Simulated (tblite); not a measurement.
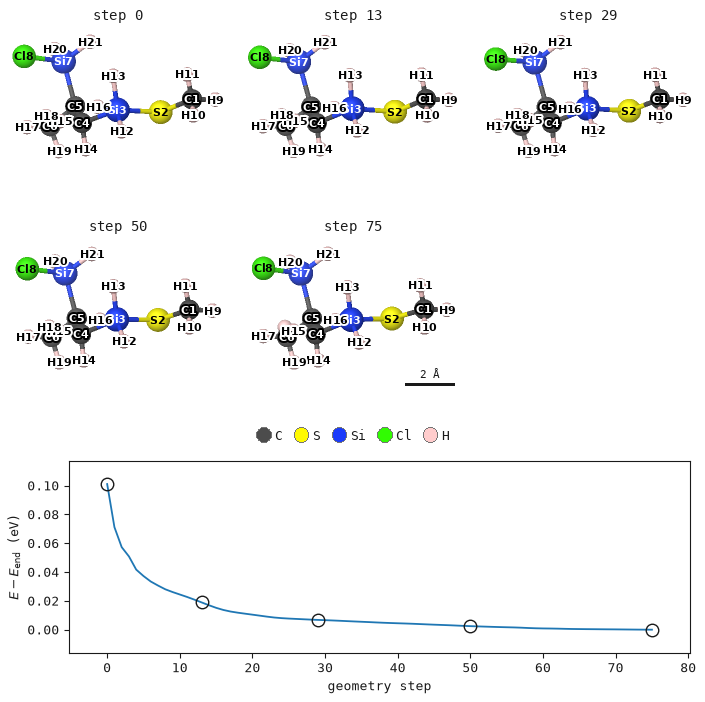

Frames of a relaxation of C4H13ClSSi2, marked on the history of the run. A ball-and-stick model, seen at a tilt.

These are results of GFN2-xTB geometry optimisation, gas phase (tblite), not measurements. 

Describe the path.

The atom that moves furthest after the best rigid fit is S2 (0.26 Å). By element the largest moves are S 0.26 Å, H 0.21 Å, Cl 0.20 Å, C 0.14 Å, Si 0.11 Å. Near-neighbour distances that change, for instance: Si7–Cl8 2.054 → 2.020 Å, Si3–H13 1.491 → 1.464 Å, Si7–H21 1.483 → 1.460 Å, C4–H15 1.108 → 1.091 Å. Among the angles between lasting bonds that change: Si3–C4–C5 120.1° → 115.5°, C4–Si3–H13 110.0° → 114.3°, Si7–C5–H16 104.5° → 108.0°. Over 75 geometry steps the energy falls by 0.101 eV. Cost: 1.5 s on 1 thread of Arm Neoverse N1 (shared host). From step 0 to 13: H16 moves most (0.08 Å), energy −0.082 eV. From step 13 to 29: H10 moves most (0.10 Å), energy −0.012 eV. From step 29 to 50: S2 moves most (0.10 Å), energy −0.004 eV. From step 50 to 75: H13 moves most (0.10 Å), energy −0.002 eV.
